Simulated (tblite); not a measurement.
## Geometry relaxation of CH₈ClO₂Si₃ (part 4 of 4)

Continued. System: CH₈ClO₂Si₃, multiplicity 2, SMILES [SiH3]OC[SiH]O[SiH2]Cl. Method: GFN2-xTB geometry optimisation, gas phase (tblite 0.8.0). It belongs to a series of runs on one base structure; here: H removed from Si.

Geometry of the input (Å):
```
Si -1.1758  -0.8141  2.1576
O  -1.0007  -0.2909  0.5763
C  -0.3880  -1.1910  -0.3591
Si -0.0910  -0.4290  -2.0708
O  0.9190  0.8783  -2.0346
Si 1.2088  2.2153  -1.1128
Cl 2.2798  1.5816  0.5115
H  0.1375  -1.2197  2.7051
H  -2.0963  -1.9801  2.1688
H  -1.7640  0.2853  2.9758
H  0.5673  -1.5416  0.0166
H  -1.0543  -2.0621  -0.4948
H  0.4570  -1.4558  -2.9781
H  2.0530  3.1882  -1.8582
H  -0.0568  2.8438  -0.6498
```

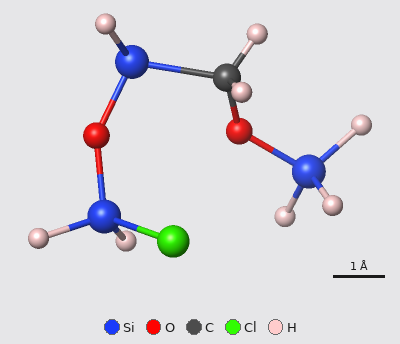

The geometry at step 101 of the log (ball-and-stick view, seen at a tilt).

Trajectory as extended XYZ, continued
```
15
Properties=species:S:1:pos:R:3:forces:R:3 step=88 energy=-659.53262
Si   -1.0727   -0.5611    2.0306    0.0110   0.0010  -0.0010
O    -0.8525   -0.4303    0.4296   -0.0030   0.0010  -0.0090
C    -0.3204   -1.3763   -0.4647   -0.0060  -0.0040  -0.0070
Si   -0.2230   -0.4900   -2.1575   -0.0030  -0.0020  -0.0110
O     0.4803    0.9555   -1.8734   -0.0030   0.0010  -0.0220
Si    1.0382    2.0340   -0.8065   -0.0020  -0.0080   0.0320
Cl    2.2202    1.1237    0.5353    0.0340   0.0000  -0.0100
H     0.1970   -0.7687    2.7299    0.0060  -0.0090   0.0060
H    -1.9529   -1.6971    2.3294   -0.0010   0.0060   0.0040
H    -1.6806    0.7364    2.2811   -0.0020  -0.0080  -0.0100
H     0.6839   -1.6728   -0.1344   -0.0040   0.0090   0.0100
H    -0.9364   -2.2794   -0.4697   -0.0120  -0.0050  -0.0060
H     0.6595   -1.1142   -3.1412    0.0080  -0.0120   0.0190
H     1.8380    2.9222   -1.6340    0.0000   0.0030  -0.0020
H    -0.0831    2.6261   -0.1008   -0.0230   0.0290   0.0060
15
Properties=species:S:1:pos:R:3:forces:R:3 step=90 energy=-659.53290
Si   -1.0730   -0.5609    2.0299    0.0130  -0.0110   0.0270
O    -0.8506   -0.4342    0.4297   -0.0080   0.0140  -0.0150
C    -0.3209   -1.3797   -0.4656    0.0080  -0.0040  -0.0230
Si   -0.2237   -0.4901   -2.1575   -0.0080  -0.0030   0.0040
O     0.4768    0.9558   -1.8692    0.0020   0.0160  -0.0060
Si    1.0376    2.0362   -0.8043    0.0010   0.0000  -0.0060
Cl    2.2249    1.1271    0.5334    0.0250   0.0000  -0.0050
H     0.1947   -0.7699    2.7336    0.0030  -0.0040   0.0000
H    -1.9537   -1.6960    2.3312   -0.0040   0.0060   0.0020
H    -1.6809    0.7369    2.2788    0.0000  -0.0080  -0.0130
H     0.6847   -1.6765   -0.1383   -0.0160   0.0060   0.0140
H    -0.9376   -2.2826   -0.4713   -0.0060   0.0000  -0.0030
H     0.6608   -1.1137   -3.1391    0.0140  -0.0130   0.0110
H     1.8392    2.9207   -1.6369   -0.0180  -0.0110   0.0150
H    -0.0828    2.6349   -0.1008   -0.0050   0.0130   0.0000
15
Properties=species:S:1:pos:R:3:forces:R:3 step=92 energy=-659.53323
Si   -1.0725   -0.5625    2.0312    0.0070  -0.0120   0.0000
O    -0.8506   -0.4341    0.4304   -0.0050  -0.0030  -0.0060
C    -0.3232   -1.3797   -0.4670   -0.0010  -0.0010  -0.0020
Si   -0.2245   -0.4894   -2.1580    0.0000   0.0040   0.0080
O     0.4784    0.9551   -1.8680    0.0030   0.0230   0.0090
Si    1.0380    2.0363   -0.8026   -0.0070   0.0140  -0.0270
Cl    2.2340    1.1326    0.5311    0.0070   0.0010  -0.0050
H     0.1940   -0.7730    2.7361    0.0080  -0.0010  -0.0010
H    -1.9536   -1.6972    2.3327   -0.0050   0.0060   0.0000
H    -1.6816    0.7351    2.2770    0.0010  -0.0030  -0.0060
H     0.6819   -1.6781   -0.1403   -0.0120   0.0040   0.0120
H    -0.9410   -2.2820   -0.4733   -0.0060   0.0060  -0.0010
H     0.6633   -1.1162   -3.1341    0.0150  -0.0140   0.0000
H     1.8375    2.9218   -1.6374   -0.0220  -0.0150   0.0190
H    -0.0847    2.6394   -0.1042    0.0170  -0.0080   0.0000
15
Properties=species:S:1:pos:R:3:forces:R:3 step=95 energy=-659.53355
Si   -1.0674   -0.5561    2.0286   -0.0010   0.0010  -0.0100
O    -0.8527   -0.4286    0.4263   -0.0030  -0.0050   0.0030
C    -0.3266   -1.3758   -0.4703   -0.0060   0.0000   0.0090
Si   -0.2211   -0.4891   -2.1624    0.0090  -0.0020  -0.0010
O     0.4890    0.9527   -1.8743   -0.0110   0.0020   0.0040
Si    1.0341    2.0276   -0.7956   -0.0020   0.0090  -0.0020
Cl    2.2420    1.1223    0.5267   -0.0020   0.0020  -0.0060
H     0.2015   -0.7597    2.7315    0.0030  -0.0010  -0.0080
H    -1.9454   -1.6914    2.3354   -0.0020  -0.0010   0.0000
H    -1.6827    0.7394    2.2695    0.0030   0.0010   0.0030
H     0.6764   -1.6763   -0.1400   -0.0020  -0.0040   0.0050
H    -0.9471   -2.2761   -0.4763   -0.0070   0.0020  -0.0030
H     0.6660   -1.1256   -3.1338    0.0100  -0.0040   0.0050
H     1.8234    2.9300   -1.6177    0.0050   0.0100  -0.0110
H    -0.0939    2.6149   -0.0940    0.0060  -0.0090   0.0130
15
Properties=species:S:1:pos:R:3:forces:R:3 step=97 energy=-659.53364
Si   -1.0657   -0.5530    2.0265   -0.0050   0.0020   0.0140
O    -0.8531   -0.4281    0.4243   -0.0080   0.0100  -0.0030
C    -0.3273   -1.3759   -0.4711    0.0040   0.0000  -0.0080
Si   -0.2192   -0.4897   -2.1638    0.0060  -0.0070   0.0000
O     0.4901    0.9525   -1.8752   -0.0140  -0.0050  -0.0010
Si    1.0321    2.0257   -0.7933    0.0090  -0.0020   0.0040
Cl    2.2428    1.1176    0.5249    0.0000   0.0030  -0.0050
H     0.2041   -0.7538    2.7292   -0.0010  -0.0020  -0.0110
H    -1.9428   -1.6882    2.3363   -0.0010  -0.0030   0.0000
H    -1.6826    0.7420    2.2669    0.0050   0.0000   0.0010
H     0.6755   -1.6763   -0.1400   -0.0050  -0.0090   0.0030
H    -0.9491   -2.2754   -0.4772   -0.0020  -0.0010  -0.0030
H     0.6674   -1.1283   -3.1346    0.0100   0.0020   0.0100
H     1.8194    2.9326   -1.6117    0.0070   0.0150  -0.0160
H    -0.0959    2.6063   -0.0875   -0.0040  -0.0020   0.0160
15
Properties=species:S:1:pos:R:3:forces:R:3 step=99 energy=-659.53396
Si   -1.0632   -0.5495    2.0234   -0.0130   0.0050   0.0440
O    -0.8551   -0.4290    0.4212   -0.0130   0.0280  -0.0110
C    -0.3304   -1.3775   -0.4726    0.0190  -0.0030  -0.0320
Si   -0.2147   -0.4915   -2.1657    0.0000  -0.0120   0.0050
O     0.4862    0.9541   -1.8731   -0.0090  -0.0090  -0.0100
Si    1.0292    2.0261   -0.7903    0.0250  -0.0220   0.0050
Cl    2.2487    1.1145    0.5183    0.0010   0.0040  -0.0060
H     0.2081   -0.7467    2.7249   -0.0060  -0.0030  -0.0150
H    -1.9403   -1.6832    2.3388    0.0020  -0.0040   0.0010
H    -1.6811    0.7458    2.2607    0.0070   0.0000   0.0030
H     0.6714   -1.6797   -0.1396   -0.0130  -0.0180   0.0010
H    -0.9554   -2.2747   -0.4809    0.0070  -0.0030  -0.0010
H     0.6762   -1.1340   -3.1308    0.0100   0.0140   0.0160
H     1.8128    2.9382   -1.6068   -0.0030   0.0130  -0.0150
H    -0.0968    2.5952   -0.0736   -0.0140   0.0100   0.0150
15
Properties=species:S:1:pos:R:3:forces:R:3 step=101 energy=-659.53449
Si   -1.0622   -0.5502    2.0230   -0.0160   0.0090   0.0220
O    -0.8601   -0.4312    0.4197   -0.0060   0.0140  -0.0110
C    -0.3366   -1.3799   -0.4745    0.0120  -0.0070  -0.0210
Si   -0.2083   -0.4940   -2.1661   -0.0030  -0.0050   0.0060
O     0.4752    0.9582   -1.8672    0.0110  -0.0020  -0.0160
Si    1.0288    2.0310   -0.7900    0.0170  -0.0240   0.0010
Cl    2.2636    1.1217    0.5059    0.0020  -0.0010  -0.0040
H     0.2116   -0.7474    2.7201   -0.0100  -0.0030  -0.0150
H    -1.9413   -1.6813    2.3432    0.0070  -0.0020   0.0030
H    -1.6775    0.7473    2.2524    0.0030   0.0060   0.0200
H     0.6615   -1.6897   -0.1374   -0.0100  -0.0170   0.0000
H    -0.9670   -2.2733   -0.4886    0.0070  -0.0060   0.0040
H     0.6956   -1.1403   -3.1168    0.0110   0.0240   0.0130
H     1.8056    2.9467   -1.6112   -0.0240  -0.0020  -0.0050
H    -0.0936    2.5902   -0.0588   -0.0030   0.0160   0.0040
15
Properties=species:S:1:pos:R:3:forces:R:3 step=103 energy=-659.53474
Si   -1.0638   -0.5529    2.0251   -0.0060   0.0080  -0.0240
O    -0.8623   -0.4315    0.4208    0.0040  -0.0120  -0.0010
C    -0.3390   -1.3803   -0.4748   -0.0090  -0.0070   0.0130
Si   -0.2068   -0.4942   -2.1646   -0.0020   0.0040   0.0000
O     0.4724    0.9596   -1.8656    0.0190   0.0040  -0.0120
Si    1.0311    2.0334   -0.7919   -0.0090  -0.0010  -0.0010
Cl    2.2710    1.1292    0.5015    0.0050  -0.0080   0.0010
H     0.2111   -0.7532    2.7190   -0.0090  -0.0010  -0.0110
H    -1.9430   -1.6841    2.3447    0.0060   0.0010   0.0040
H    -1.6761    0.7460    2.2518   -0.0020   0.0110   0.0300
H     0.6564   -1.6954   -0.1357    0.0020  -0.0070   0.0010
H    -0.9714   -2.2721   -0.4914   -0.0040  -0.0060   0.0050
H     0.7035   -1.1398   -3.1087    0.0160   0.0170   0.0000
H     1.8034    2.9495   -1.6176   -0.0270  -0.0080  -0.0010
H    -0.0910    2.5939   -0.0590    0.0160   0.0060  -0.0040
15
Properties=species:S:1:pos:R:3:forces:R:3 step=105 energy=-659.53524
Si   -1.0659   -0.5518    2.0249    0.0110   0.0000  -0.0530
O    -0.8664   -0.4305    0.4193    0.0070  -0.0280   0.0100
C    -0.3438   -1.3813   -0.4758   -0.0260  -0.0020   0.0400
Si   -0.2024   -0.4949   -2.1638    0.0060   0.0120  -0.0070
O     0.4739    0.9606   -1.8673    0.0140  -0.0030   0.0020
Si    1.0324    2.0326   -0.7918   -0.0390   0.0260   0.0030
Cl    2.2833    1.1336    0.4931    0.0070  -0.0160   0.0040
H     0.2123   -0.7549    2.7116   -0.0030   0.0020  -0.0020
H    -1.9412   -1.6851    2.3475   -0.0020   0.0070   0.0020
H    -1.6745    0.7483    2.2538   -0.0050   0.0070   0.0290
H     0.6474   -1.7045   -0.1328    0.0120   0.0070   0.0020
H    -0.9805   -2.2699   -0.4956   -0.0150  -0.0070   0.0030
H     0.7184   -1.1400   -3.0972    0.0180   0.0070  -0.0150
H     1.7913    2.9569   -1.6201   -0.0160  -0.0060  -0.0030
H    -0.0889    2.5891   -0.0522    0.0310  -0.0080  -0.0130
15
Properties=species:S:1:pos:R:3:forces:R:3 step=108 energy=-659.53610
Si   -1.0642   -0.5391    2.0150    0.0110  -0.0070   0.0040
O    -0.8770   -0.4282    0.4084   -0.0070   0.0010   0.0020
C    -0.3583   -1.3861   -0.4803   -0.0040   0.0010  -0.0010
Si   -0.1851   -0.5005   -2.1678    0.0100  -0.0070  -0.0050
O     0.4772    0.9613   -1.8695    0.0020  -0.0140   0.0240
Si    1.0264    2.0285   -0.7839   -0.0050   0.0070   0.0060
Cl    2.3131    1.1313    0.4685    0.0000  -0.0110  -0.0070
H     0.2221   -0.7392    2.6864    0.0090   0.0050   0.0080
H    -1.9301   -1.6747    2.3544   -0.0110   0.0130  -0.0040
H    -1.6704    0.7610    2.2553    0.0000  -0.0110   0.0040
H     0.6254   -1.7238   -0.1281   -0.0050   0.0100   0.0020
H    -1.0081   -2.2653   -0.5068   -0.0030   0.0010   0.0000
H     0.7593   -1.1499   -3.0752    0.0100   0.0140  -0.0150
H     1.7522    2.9794   -1.6107   -0.0070   0.0010  -0.0060
H    -0.0867    2.5534   -0.0120    0.0030  -0.0040  -0.0140
15
Properties=species:S:1:pos:R:3:forces:R:3 step=110 energy=-659.53625
Si   -1.0619   -0.5363    2.0128   -0.0010   0.0010   0.0200
O    -0.8779   -0.4281    0.4060   -0.0070   0.0070  -0.0020
C    -0.3603   -1.3872   -0.4815    0.0050   0.0010  -0.0140
Si   -0.1819   -0.5025   -2.1696    0.0000  -0.0100   0.0010
O     0.4770    0.9598   -1.8671    0.0030  -0.0090   0.0160
Si    1.0239    2.0277   -0.7812    0.0220  -0.0140   0.0010
Cl    2.3162    1.1293    0.4656   -0.0010  -0.0060  -0.0090
H     0.2246   -0.7330    2.6845    0.0090   0.0020   0.0040
H    -1.9285   -1.6704    2.3551   -0.0090   0.0080  -0.0020
H    -1.6702    0.7630    2.2535    0.0030  -0.0120   0.0000
H     0.6230   -1.7255   -0.1286   -0.0100   0.0030   0.0020
H    -1.0121   -2.2651   -0.5082    0.0030   0.0030   0.0010
H     0.7643   -1.1508   -3.0761    0.0100   0.0160  -0.0080
H     1.7462    2.9817   -1.6077   -0.0090   0.0020  -0.0050
H    -0.0868    2.5454   -0.0038   -0.0170   0.0080  -0.0050
15
Properties=species:S:1:pos:R:3:forces:R:3 step=112 energy=-659.53659
Si   -1.0601   -0.5356    2.0130   -0.0060   0.0050  -0.0030
O    -0.8817   -0.4287    0.4048    0.0030  -0.0060   0.0000
C    -0.3648   -1.3889   -0.4828    0.0000   0.0000   0.0000
Si   -0.1762   -0.5060   -2.1710   -0.0060  -0.0050   0.0030
O     0.4764    0.9569   -1.8610    0.0020   0.0020  -0.0010
Si    1.0237    2.0281   -0.7793    0.0270  -0.0120  -0.0030
Cl    2.3247    1.1291    0.4582   -0.0020   0.0030  -0.0070
H     0.2275   -0.7310    2.6832    0.0050  -0.0020  -0.0020
H    -1.9300   -1.6661    2.3575   -0.0040  -0.0020   0.0020
H    -1.6686    0.7632    2.2532    0.0020   0.0010   0.0030
H     0.6159   -1.7307   -0.1268   -0.0040  -0.0010   0.0020
H    -1.0198   -2.2645   -0.5116    0.0040   0.0040   0.0010
H     0.7790   -1.1453   -3.0746    0.0040   0.0080   0.0000
H     1.7351    2.9857   -1.6116   -0.0060  -0.0030   0.0050
H    -0.0855    2.5419    0.0024   -0.0180   0.0090   0.0020
15
Properties=species:S:1:pos:R:3:forces:R:3 step=114 energy=-659.53667
Si   -1.0615   -0.5374    2.0139    0.0000  -0.0010  -0.0080
O    -0.8841   -0.4301    0.4056    0.0030  -0.0050   0.0020
C    -0.3663   -1.3898   -0.4821   -0.0020   0.0010   0.0030
Si   -0.1748   -0.5066   -2.1697   -0.0010   0.0000   0.0010
O     0.4744    0.9576   -1.8595   -0.0010   0.0000  -0.0010
Si    1.0255    2.0296   -0.7809    0.0020  -0.0010   0.0020
Cl    2.3277    1.1303    0.4541    0.0000   0.0030  -0.0030
H     0.2272   -0.7362    2.6815    0.0010   0.0000  -0.0010
H    -1.9328   -1.6669    2.3587   -0.0030   0.0000   0.0020
H    -1.6673    0.7621    2.2561    0.0020   0.0030   0.0020
H     0.6134   -1.7327   -0.1246    0.0000  -0.0010   0.0020
H    -1.0216   -2.2650   -0.5125    0.0010   0.0010   0.0000
H     0.7863   -1.1415   -3.0702    0.0010   0.0010  -0.0010
H     1.7327    2.9866   -1.6170    0.0030  -0.0010   0.0030
H    -0.0833    2.5481    0.0001   -0.0040  -0.0020  -0.0020
```

Results in brief

| quantity | value |
| --- | --- |
| outcome | converged |
| total energy | −659.5367 eV |
| hardware | 1 CPU thread, shared host |
| wall time | 0.85 s |
| peak memory | 0.18 GiB |
